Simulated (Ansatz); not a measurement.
**PBE/def2-TZVPP run of CHFO (formyl fluoride)**

What is the vertical singlet–triplet gap of CHFO (formyl fluoride) at PBE/def2-TZVPP? 

The calculation is run with Ansatz 0.2.0.

63 further runs of the same task are left out: 63 set aside as unsound or not needed.

## Step 1: The system as given

CHFO has 4 atoms, charge 0, and is taken as a singlet. SMILES: `O=CF`. Geometry: relaxed at PBE0-D4/def2-TZVP.

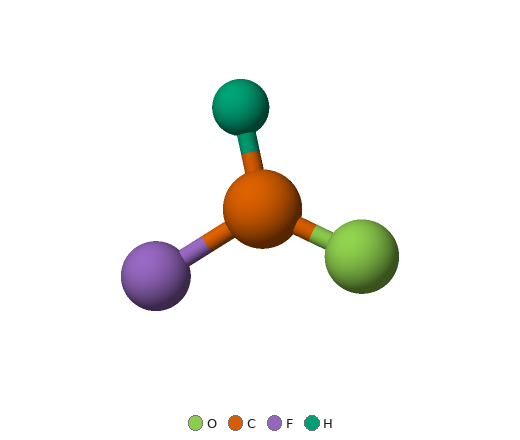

Viewed from a chosen angle; oxygen green, carbon orange, fluorine purple, hydrogen teal.

## Step 2: The energy at PBE/def2-TZVPP

Input file molecule.yaml:

```yaml
crystal:
  periodic: [false, false, false]
  atoms:
    - {symbol: O, position_ang: [-0.889340, 0.201180, 0.827740]}
    - {symbol: C, position_ang: [-0.046400, 0.067520, 0.021620]}
    - {symbol: F, position_ang: [0.585200, -1.091810, -0.181820]}
    - {symbol: H, position_ang: [0.350540, 0.823120, -0.667550]}
basis:
  gaussian:
    orbitals: def2-TZVPP
hamiltonian:
  xc: {name: PBE}
accuracy: high
output: {orbitals: {seedname: orbitals}}
```

The run is started by

```
$ ansatz run molecule.yaml --threads 1 --pin off --max-ram 3480MiB --events-out events.jsonl --progress --plain --runs-dir runs
```

Log:

```text
Warning: RAYON_NUM_THREADS=1 ignored (pool sized by the plan → 1); use --threads N
Functional definition: PBE
  name "PBE"
  parameter kappa = 0.804
  parameter beta = 0.06672455060314922
  exchange = pbe_x(kappa = kappa, mu = beta*pi^2/3)
  correlation = pbe_c(beta = beta)
1762 factors; integrals over basis functions are off by at most 3.7e-9 eV
mean field evaluation 1: about -5809.5710 eV, gradient 5.1e1 eV
mean field evaluation 2: about -5788.4805 eV, gradient 1.1e2 eV
mean field evaluation 4: about -5813.6280 eV, gradient 7.4e0 eV
mean field evaluation 8: about -5813.7007 eV, gradient 6.0e-1 eV
mean field evaluation 16: about -5813.7014 eV, gradient 3.6e-6 eV
mean field -5813.70142499 eV, -213.6495867000 hartree, gradient 3.9e-8 eV, S^2 0.000000; 0 other end points of the search recorded, 0 dependent functions left out
reference -5813.70142730 eV, -213.6495867851 hartree; 12, 12 occupied and 95, 95 virtual orbitals, 1762 factors
Total energy: -5813.70142730 eV, -213.6495867851 hartree
```

Run time: 3.3 s. Hardware: 1 thread of Arm Neoverse V2, shared host; peak memory 0.22 GiB.

## Step 3: The triplet, same level

Edit molecule.yaml of step 2 so:

```diff
@@ -1 +1,3 @@
+basis:
+  gaussian: {orbitals: def2-TZVPP}
 crystal:
@@ -7,7 +9,5 @@
     - {symbol: H, position_ang: [0.350540, 0.823120, -0.667550]}
-basis:
-  gaussian:
-    orbitals: def2-TZVPP
-hamiltonian:
-  xc: {name: PBE}
+total_charge: 0
+magnetization: {spin_polarized: true, initial_magnetization: 2}
+hamiltonian: {xc: {name: PBE}}
 accuracy: high
```

The run is started by

```
$ ansatz run molecule.yaml --threads 1 --pin off --max-ram 3480MiB --events-out events.jsonl --progress --plain --runs-dir runs
```

Log (excerpt; [...] marks lines left out):

```text
Warning: RAYON_NUM_THREADS=1 ignored (pool sized by the plan → 1); use --threads N
[... 6 set-up lines as earlier in the session ...]
1762 factors; integrals over basis functions are off by at most 3.7e-9 eV
mean field evaluation 1: about -5805.2465 eV, gradient 2.8e1 eV
mean field evaluation 2: about -5801.7587 eV, gradient 4.0e1 eV
mean field evaluation 4: about -5808.1821 eV, gradient 4.0e0 eV
mean field evaluation 8: about -5808.2347 eV, gradient 7.6e-2 eV
mean field evaluation 16: about -5808.2348 eV, gradient 2.7e-5 eV
mean field evaluation 32: about -5808.2348 eV, gradient 2.3e-8 eV
mean field -5808.23475974 eV, -213.4486904577 hartree, gradient 4.6e-8 eV, S^2 2.003573; 5 other end points of the search recorded, 0 dependent functions left out
reference -5808.23476225 eV, -213.4486905499 hartree; 13, 11 occupied and 94, 96 virtual orbitals, 1762 factors
Total energy: -5808.23476225 eV, -213.4486905499 hartree
```

It took 9.6 s on 1 thread of Arm Neoverse V2, shared host; peak memory 0.26 GiB.

## Step 4: Results

Level: PBE/def2-TZVPP.

| quantity | value |
| --- | --- |
| singlet: total energy | -213.64959 Eh |
| singlet: HOMO energy | -7.78 eV |
| singlet: LUMO energy | -2.09 eV |
| singlet: HOMO–LUMO gap | 5.69 eV |
| triplet: total energy | -213.44869 Eh |
| triplet: HOMO energy (highest over α and β) | -2.52 eV |
| triplet: ⟨S²⟩ | 2.004 |
| vertical energy of the triplet above the singlet | 5.467 eV |

What this shows: At this shape the triplet lies 5.47 eV (126 kcal/mol) above the singlet.
